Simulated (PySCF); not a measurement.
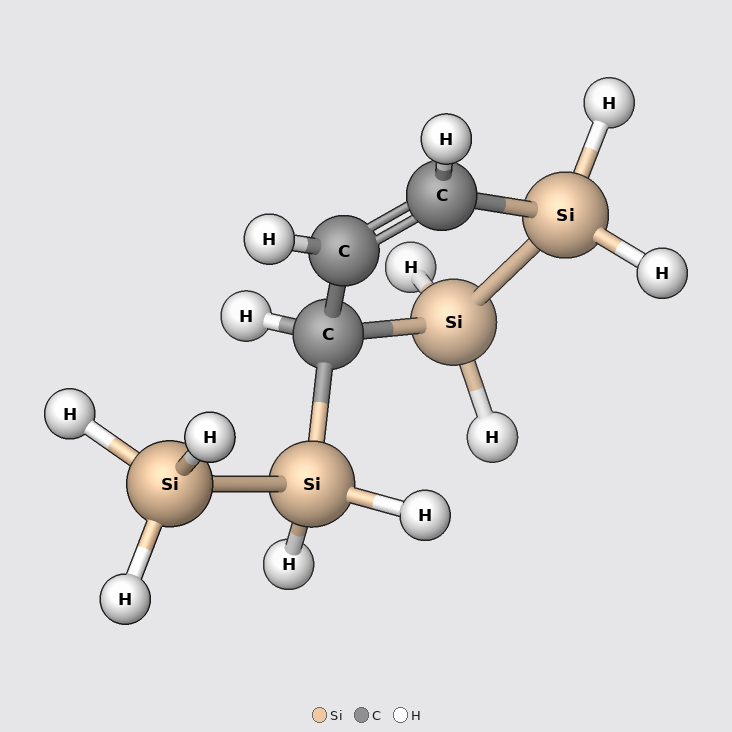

The computed structure is the end point of a GFN2-xTB optimisation. No frequency run is at hand to confirm it as a minimum. Level of theory: PBE0/pcSseg-1, gas phase (PySCF 2.14.0).

Predict the main results.

The species is C3H12Si4 (`[SiH3][SiH2][C@H]1C=C[SiH2][SiH2]1`).
- dipole moment: 0.48 D
- HOMO energy (Kohn–Sham orbital): −7.28 eV
- LUMO energy (Kohn–Sham orbital): −0.59 eV
- HOMO–LUMO gap: 6.69 eV

The geometry is semi-empirical. Around Si such bond lengths and angles can be off by a tenth of an ångström or more and by several degrees, and values that hang on the shape move with them.
